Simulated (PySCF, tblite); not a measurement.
**C₆H₉B₂ radical: geometry, infrared bands and EPR parameters**

What infrared bands and EPR parameters should C₆H₉B₂ radical (`C=[C]BC#CB(C)C`) show?

The runs use tblite 0.8.0 and PySCF 2.14.0, with density-fitted response routines of our own; the level of theory stands in each step. All values are computed, except where a source is named. Atoms are numbered from 0 throughout.

## (1) The molecule as given

17 atoms, charge 0, multiplicity 2; geometry from: force field or distance geometry start.

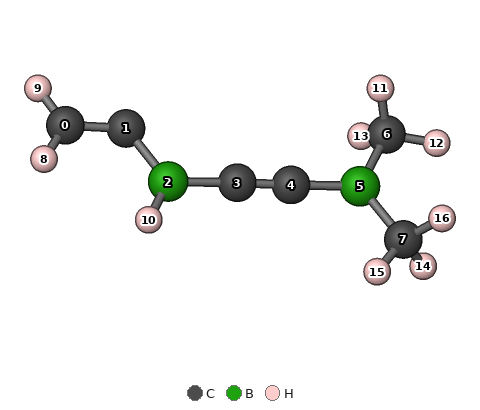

The starting geometry (carbon dark grey, boron green, hydrogen pink), atoms numbered; sticks join atoms by distance.

## (2) Geometry optimisation with GFN2-xTB

The job: settings as JSON, then the geometry in Å.

```
{"job": {"kind": "relax", "xc": "GFN2-xTB", "basis": "xTB"}, "charge": 0, "multiplicity": 2}
C      4.680500     0.206300     0.444600
C      3.357200     0.419900     0.297800
B      2.324300    -0.733100     0.523200
C      0.819600    -0.428100     0.339500
C     -0.355500    -0.205800     0.220200
B     -1.856500     0.091100     0.037600
C     -2.320900     1.561700    -0.356400
C     -2.916400    -1.059600     0.258200
H      5.072100    -0.770300     0.713500
H      5.356900     1.030300     0.293300
H      2.663700    -1.821300     0.810200
H     -1.877000     1.839400    -1.325500
H     -3.432700     1.598800    -0.425800
H     -1.985800     2.274300     0.424400
H     -3.619400    -0.770000     1.073600
H     -2.418700    -2.013800     0.534300
H     -3.498400    -1.207800    -0.679200
```

Started as:

```sh
$ OMP_NUM_THREADS=1 python probes_run.py task.json out
```

One launch serves the whole session: the jobs run in the order shown.

What it wrote:

```text
step      E/eV     max force
  0    -535.48956    2.751
  1    -535.56152    4.433
  2    -535.72312    1.331
  3    -535.75739    1.186
  4    -535.78384    0.437
  5    -535.79552    0.331
  6    -535.79989    0.310
  7    -535.81392    0.293
  8    -535.82506    0.281
  9    -535.83575    0.217
 10    -535.84506    0.239
 11    -535.85964    0.297
 12    -535.88852    0.540
 13    -535.92313    0.803
 14    -535.97484    0.753
 15    -536.05372    0.652
 16    -536.09208    0.551
 17    -536.15012    0.755
 18    -536.20538    1.778
 19    -536.26759    0.831
 20    -536.33008    0.422
 21    -536.36265    0.556
 22    -536.41367    0.708
 23    -536.45029    0.681
 24    -536.46824    0.345
 25    -536.47888    0.227
 26    -536.48887    0.262
 27    -536.50472    0.305
 28    -536.51241    0.234
 29    -536.52411    0.241
 30    -536.53415    0.173
 31    -536.54211    0.206
 32    -536.54742    0.169
 33    -536.55290    0.290
 34    -536.55208    0.503
 35    -536.56352    0.165
 36    -536.56844    0.132
 37    -536.57526    0.144
 38    -536.57795    0.170
 39    -536.58322    0.188
 40    -536.58684    0.173
 41    -536.58976    0.100
 42    -536.59120    0.164
 43    -536.59352    0.157
 44    -536.59722    0.173
 45    -536.60177    0.200
 46    -536.60590    0.197
 47    -536.60934    0.191
 48    -536.61249    0.183
 49    -536.61648    0.228
 50    -536.62129    0.266
 51    -536.62621    0.181
 52    -536.63003    0.170
 53    -536.63360    0.150
 54    -536.63659    0.155
 55    -536.63953    0.199
 56    -536.64177    0.160
 57    -536.64431    0.156
 58    -536.64668    0.224
 59    -536.65056    0.238
 60    -536.65397    0.238
 61    -536.65677    0.162
 62    -536.65896    0.157
 63    -536.66096    0.144
 64    -536.66299    0.288
 65    -536.66494    0.110
 66    -536.66640    0.077
 67    -536.66725    0.097
 68    -536.66823    0.089
 69    -536.66929    0.078
 70    -536.67020    0.081
 71    -536.67110    0.070
 72    -536.67210    0.078
 73    -536.67313    0.099
 74    -536.67408    0.105
 75    -536.67500    0.091
 76    -536.67605    0.099
 77    -536.67721    0.085
 78    -536.67815    0.063
 79    -536.67879    0.076
 80    -536.67937    0.070
 81    -536.68022    0.100
 82    -536.68160    0.113
 83    -536.68276    0.062
 84    -536.68369    0.063
 85    -536.68455    0.085
 86    -536.68608    0.116
 87    -536.68840    0.196
 88    -536.69054    0.110
 89    -536.69157    0.188
 90    -536.69299    0.087
 91    -536.69399    0.100
 92    -536.69507    0.089
 93    -536.69661    0.104
 94    -536.69756    0.107
 95    -536.69877    0.083
 96    -536.69994    0.079
 97    -536.70142    0.101
 98    -536.70316    0.113
 99    -536.70551    0.196
100    -536.70637    0.282
101    -536.70987    0.267
102    -536.71226    0.151
103    -536.71390    0.101
104    -536.71514    0.090
105    -536.71630    0.085
106    -536.71789    0.116
107    -536.71952    0.104
108    -536.72031    0.105
109    -536.72090    0.078
110    -536.72162    0.071
111    -536.72200    0.057
112    -536.72228    0.039
113    -536.72251    0.037
114    -536.72265    0.030
115    -536.72275    0.023
116    -536.72283    0.024
117    -536.72297    0.029
118    -536.72314    0.034
119    -536.72336    0.037
120    -536.72357    0.034
121    -536.72378    0.031
122    -536.72401    0.035
123    -536.72427    0.043
124    -536.72460    0.053
125    -536.72509    0.061
126    -536.72581    0.059
127    -536.72689    0.083
128    -536.72772    0.064
129    -536.72859    0.075
130    -536.72900    0.109
131    -536.72972    0.070
132    -536.73053    0.054
133    -536.73106    0.062
134    -536.73151    0.070
135    -536.73199    0.069
136    -536.73289    0.099
137    -536.73405    0.126
138    -536.73545    0.112
139    -536.73651    0.108
140    -536.73703    0.115
141    -536.73799    0.063
142    -536.73868    0.100
143    -536.73970    0.145
144    -536.74108    0.183
145    -536.74239    0.129
146    -536.74387    0.117
147    -536.74533    0.071
148    -536.74660    0.083
149    -536.74752    0.103
150    -536.74807    0.172
151    -536.74867    0.064
152    -536.74905    0.038
153    -536.74931    0.036
154    -536.74947    0.033
155    -536.74961    0.029
156    -536.74971    0.021
157    -536.74977    0.018
158    -536.74981    0.017
159    -536.74983    0.021
160    -536.74986    0.021
161    -536.74989    0.020
162    -536.74994    0.018
163    -536.74999    0.019
164    -536.75004    0.015
165    -536.75007    0.014
166    -536.75010    0.013
167    -536.75013    0.012
168    -536.75015    0.013
169    -536.75016    0.012
170    -536.75017    0.019
171    -536.75019    0.015
172    -536.75022    0.013
173    -536.75025    0.014
174    -536.75028    0.014
175    -536.75031    0.015
176    -536.75033    0.009
```

Wall time 0.96 s (1 thread of Arm Neoverse V2, shared host).

The steps of the relaxation: (not every step is listed)

```csv
step,energy from step 0 (eV),largest force (eV/Å)
0,0.0000,2.7508
1,-0.0720,4.4333
2,-0.2336,1.3306
3,-0.2678,1.1862
4,-0.2943,0.4369
5,-0.3060,0.3311
6,-0.3103,0.3101
7,-0.3244,0.2929
8,-0.3355,0.2813
24,-0.9787,0.3454
40,-1.0973,0.1734
56,-1.1522,0.1601
72,-1.1825,0.0776
88,-1.2010,0.1105
104,-1.2256,0.0902
120,-1.2340,0.0337
136,-1.2433,0.0993
152,-1.2595,0.0381
168,-1.2606,0.0132
171,-1.2606,0.0150
172,-1.2607,0.0133
173,-1.2607,0.0139
174,-1.2607,0.0143
175,-1.2608,0.0152
176,-1.2608,0.0093
```

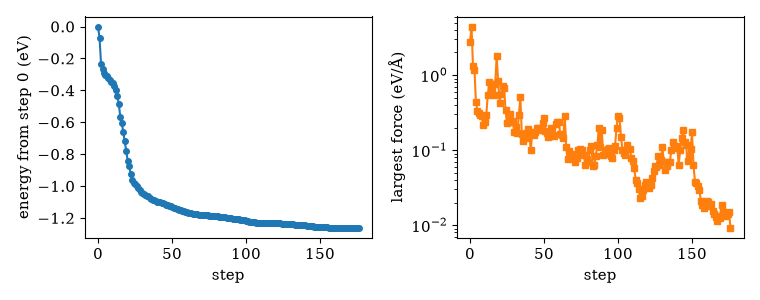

Energy and force, step by step.

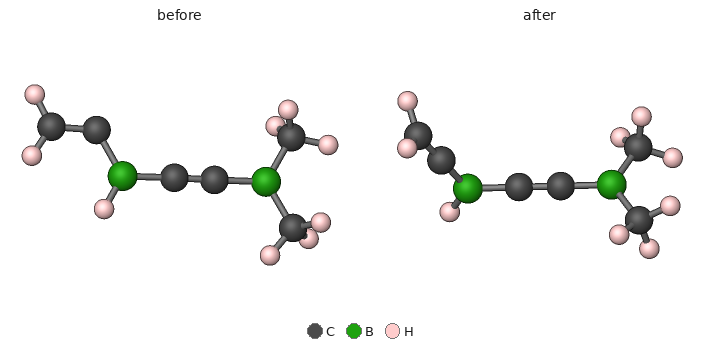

Before and after, at one scale.

Distances of close pairs at the start and the end, largest changes first:

```csv
bond,before (Å),after (Å),change (Å)
C1–B2,1.564,1.471,-0.093
C0–C1,1.348,1.286,-0.062
C4–B5,1.541,1.495,-0.046
B2–C3,1.546,1.501,-0.045
C6–H12,1.115,1.088,-0.027
C7–H16,1.113,1.088,-0.025
C7–H14,1.115,1.091,-0.024
C7–H15,1.111,1.088,-0.023
```

The next job starts from the end point, and lists it.

## (3) Harmonic vibrations with GFN2-xTB

The job: settings as JSON, then the geometry in Å.

```
{"job": {"kind": "ir", "xc": "GFN2-xTB", "basis": "xTB"}, "charge": 0, "multiplicity": 2}
C      4.339990    -0.212546    -0.217203
C      3.348382    -0.305595     0.596471
B      2.215442    -0.420010     1.528284
C      0.824596    -0.227373     0.998164
C     -0.315830    -0.070931     0.584954
B     -1.709721     0.130605     0.082632
C     -2.322552     1.589724     0.040559
C     -2.566314    -1.107208    -0.406253
H      4.735937    -1.060536    -0.765136
H      4.857021     0.719475    -0.417810
H      2.384758    -0.655530     2.666804
H     -2.059721     2.049540    -0.913074
H     -3.408626     1.595282     0.102314
H     -1.930608     2.242834     0.817311
H     -3.193697    -1.445169     0.419447
H     -1.965741    -1.960409    -0.713228
H     -3.240312    -0.850123    -1.220866
```

What it wrote:

```text
mode    cm-1     km/mol
  1      25.7      0.43
  2      37.7      0.80
  3      53.7      1.03
  4      82.2      0.92
  5      83.9      0.27
  6     143.3      0.49
  7     160.5      0.21
  8     223.6      0.94
  9     252.2      0.14
 10     263.5      0.32
 11     282.6      0.04
 12     389.4      3.92
 13     453.9      0.61
 14     461.1      0.78
 15     613.4      3.09
 16     649.6     54.67
 17     724.9      2.06
 18     822.0     15.84
 19     839.9     14.20
 20     847.5      4.19
 21     853.7    116.12
 22     864.4     48.06
 23     901.8     18.65
 24     937.8     21.56
 25    1112.4    129.17
 26    1126.9     15.89
 27    1262.1    201.20
 28    1340.5     25.16
 29    1376.1     22.30
 30    1382.5      0.73
 31    1484.3      0.67
 32    1485.1      0.90
 33    1492.7      3.04
 34    1495.9      2.62
 35    1892.6    179.31
 36    2157.2      6.48
 37    2582.8    151.95
 38    2970.4      7.43
 39    2991.8     20.31
 40    2993.2      3.02
 41    2996.2     50.91
 42    3024.8     12.02
 43    3029.8     84.83
 44    3032.0     21.20
 45    3034.7     34.14
```

Run time: 0.46 s. Hardware: 1 thread of Arm Neoverse V2, shared host.

Which atoms move in the most intense modes:

```csv
cm⁻¹,km/mol,atoms
650,54.7,"H10 55 %, B2 35 %"
854,116.1,"B5 20 %, H13 15 %, H14 15 %, H11 13 %"
1112,129.2,"B5 67 %, C7 11 %, C6 10 %"
1262,201.2,"B5 40 %, B2 20 %, C3 14 %, C4 13 %"
1893,179.3,"C1 63 %, C0 31 %"
2583,151.9,H10 92 %
2996,50.9,"H14 64 %, H11 25 %"
3030,84.8,"H12 46 %, H16 24 %, H13 21 %"
```

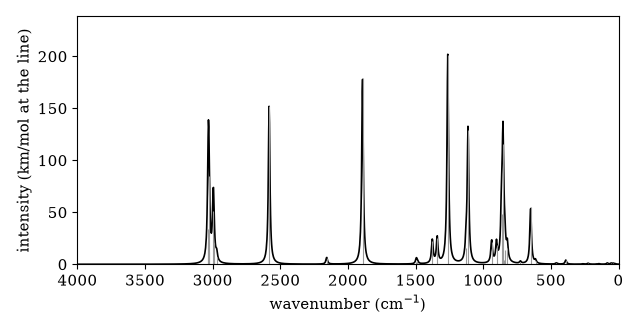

The infrared spectrum from these modes, unscaled. Lines are broadened to a width of 14 cm⁻¹ (Lorentzian).

## (4) EPR parameters: B3LYP/pcH-1

Same as in step 3 but for these lines:

```diff
@@ -1,2 +1,2 @@
-{"job": {"kind": "ir", "xc": "GFN2-xTB", "basis": "xTB"}, "charge": 0, "multiplicity": 2}
+{"job": {"kind": "epr", "basis": "pcH-1"}, "charge": 0, "multiplicity": 2}
 C      4.339990    -0.212546    -0.217203
```

Level: UKS B3LYP, pcH-1 on B C H, non-relativistic, mean-field spin-orbit, GIAO.

What it wrote:

```text
UKS, coarse grid
  cycle   1  E = -283.60294495  |g| = 3.96e-01
  cycle   2  E = -283.58384818  |g| = 4.41e-01
  cycle   3  E = -283.68643748  |g| = 8.96e-02
  cycle   4  E = -283.68964102  |g| = 6.12e-02
  cycle   5  E = -283.69153468  |g| = 1.82e-02
  cycle   6  E = -283.69171274  |g| = 6.49e-03
  cycle   7  E = -283.69174226  |g| = 3.22e-03
  cycle   8  E = -283.69175372  |g| = 1.39e-03
  cycle   9  E = -283.69175637  |g| = 7.09e-04
UKS, final grid
  cycle   1  E = -283.69175082  |g| = 9.27e-04
  cycle   2  E = -283.69175024  |g| = 1.54e-03
  cycle   3  E = -283.69175154  |g| = 2.25e-04
  cycle   4  E = -283.69175159  |g| = 1.86e-04
  cycle   5  E = -283.69175166  |g| = 1.42e-04
  cycle   6  E = -283.69175167  |g| = 2.66e-05
  cycle   7  E = -283.69175167  |g| = 3.60e-06
E = -283.69175167 Eh   <S^2> = 0.7579 (exact 0.7500)
g shifts (ppm)      1          2          3
  rmc          -123       -123       -123
  gc             30          4         30
  oz_so        -113         11        499
  total        -206       -109        406
hyperfine (MHz)  atom isotope    a_iso     a_fc   dipolar eigenvalues
    0   13C     -45.86     -45.86    -11.64      3.86      7.78
    1   13C      35.99      35.99    -60.66    -48.22    108.88
    2   11B     -11.31     -11.31    -13.27     -6.25     19.52
    3   13C      -9.73      -9.73     -2.34     -2.11      4.44
    4   13C       9.75       9.75    -13.02    -11.96     24.98
    5   11B      -6.36      -6.36     -0.84     -0.02      0.86
    6   13C       8.42       8.42     -0.96     -0.86      1.81
    7   13C       8.43       8.43     -0.98     -0.87      1.85
    8    1H     147.68     147.68     -4.34     -2.64      6.99
    9    1H     147.21     147.21     -4.33     -2.66      6.99
   10    1H      -7.96      -7.96     -7.72     -2.75     10.47
   11    1H      -0.24      -0.24     -0.85     -0.31      1.16
   12    1H       1.51       1.51     -0.72     -0.40      1.13
   13    1H      -0.58      -0.58     -1.14     -0.31      1.44
   14    1H      -0.09      -0.09     -0.76     -0.44      1.20
   15    1H      -0.60      -0.60     -1.19     -0.24      1.43
   16    1H       1.28       1.28     -0.69     -0.40      1.09
```

It took 88 s on 1 thread of Arm Neoverse V2, shared host; peak memory 0.96 GiB.

Principal g values 2.00211, 2.00221, 2.00273; g(iso) = 2.00235, against 2.00232 for a free electron.

Mean a(iso) over the nuclei that a row names, and the largest dipolar term of the row (other rows stand at the frozen geometry):

```csv
nuclei,isotope,a(iso) (MHz),"a(iso) (G, at g = 2.0023)",largest dipolar term (MHz)
"H8, H9",1H,147.4,52.6,7.0
C0,13C,-45.9,-16.4,-11.6
C1,13C,36.0,12.8,108.9
B2,11B,-11.3,-4.0,19.5
C4,13C,9.7,3.5,25.0
C3,13C,-9.7,-3.5,4.4
"C6, C7",13C,8.4,3.0,1.8
H10,1H,-8.0,-2.8,10.5
B5,11B,-6.4,-2.3,0.9
"H11, H12, H13, H14, H15, H16",1H,0.2,0.1,1.4
```

Mulliken spin populations:

C0 -0.13; C1 0.75; B2 0.18; C3 -0.08; C4 0.17; B5 -0.01; C6 0.01; C7 0.01; H8 0.06; H9 0.06; H10 -0.01; H11 0.00; H12 0.00; H13 0.00; H14 0.00; H15 0.00; H16 0.00

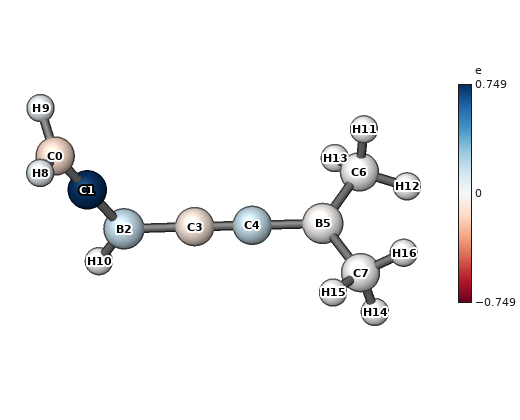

Mulliken spin populations, as colours on the atoms.

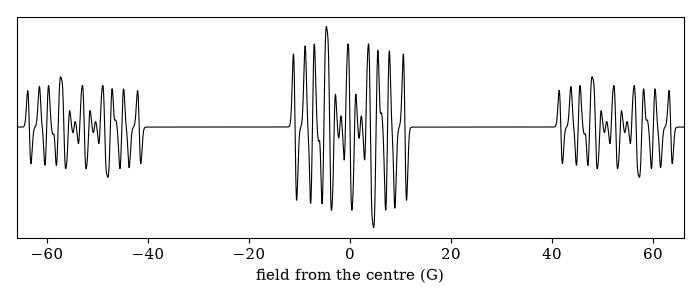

First-order isotropic spectrum (first derivative, main isotopes with spin only, couplings over 0.8 MHz, Gaussian width 0.3 G; couplings of the frozen geometry, rotation of groups not averaged beyond the rows shown).

Orbitals, density, ELF and potential are computed afterwards from the orbital file.

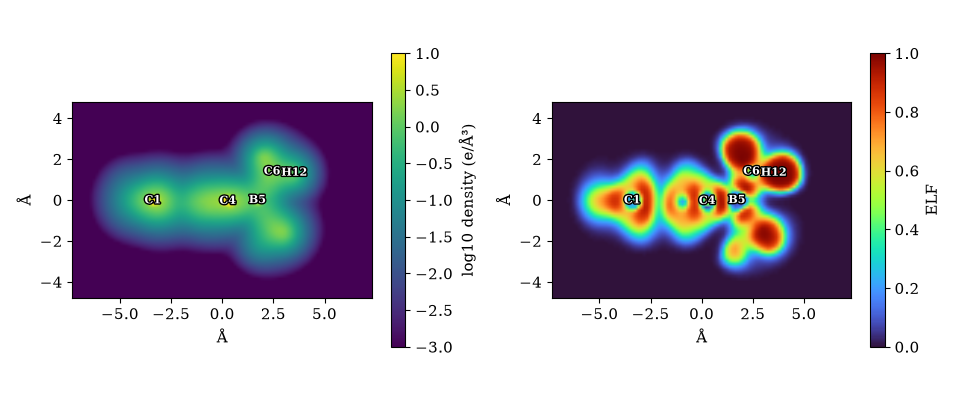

Density (left) and ELF (right) in a plane through or near 5 of the atoms.

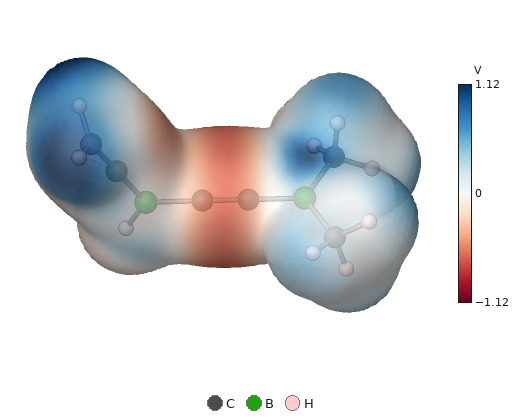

Electrostatic potential on the surface of density 0.002 e/bohr³; red is low, blue high. It runs from -0.65 V near C4 to 1.12 V near H9.

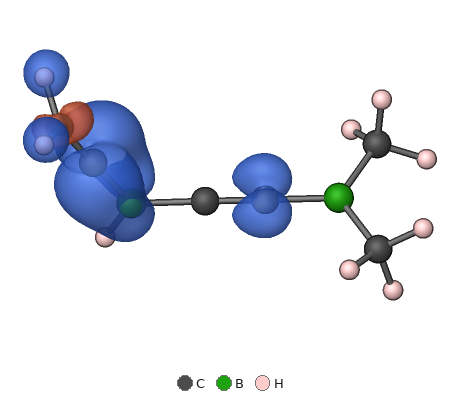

Spin density at ±0.03 e/Å³ (alpha excess blue, beta excess red).

## (5) Summary of results

| quantity | value |
| --- | --- |
| strongest single infrared mode (GFN2-xTB) | 1262 cm⁻¹, 201 km/mol |
| zero-point energy (GFN2-xTB) | 79.0 kcal/mol |
| g(iso) (B3LYP) | 2.00235 |
| ⟨S²⟩ | 0.758 (exact 0.75) |
| largest a(iso) (averaged by class) | 1H on H8, H9, 147.4 MHz |
| potential on the surface of density 0.002 e/bohr³, 1st and 99th percentile | -0.65 V and 1.12 V |

In words: The optimisation took 176 steps and gained 1.261 eV; among the close pairs (by a distance rule), C1–B2 changed most, from 1.564 to 1.471 Å. All 45 modes are real, so the xTB geometry is a minimum. The strongest single mode, at 1262 cm⁻¹, is spread over several atoms, B5, B2, C3, C4 among them. GFN2-xTB is a fitted tight-binding method: band positions and strengths are rough. Its intensities can rank the bands wrongly. Most of the unpaired spin sits on C1 (0.75 e). The isotropic g lies 0.0 ppt above the free-electron value. These values are for one conformer; the search (at its own cheap level) found 2 more, at 0.02, 0.13 kcal/mol (those within 0.05 may be mirror or relabelled copies), and measured spectra average over such forms.
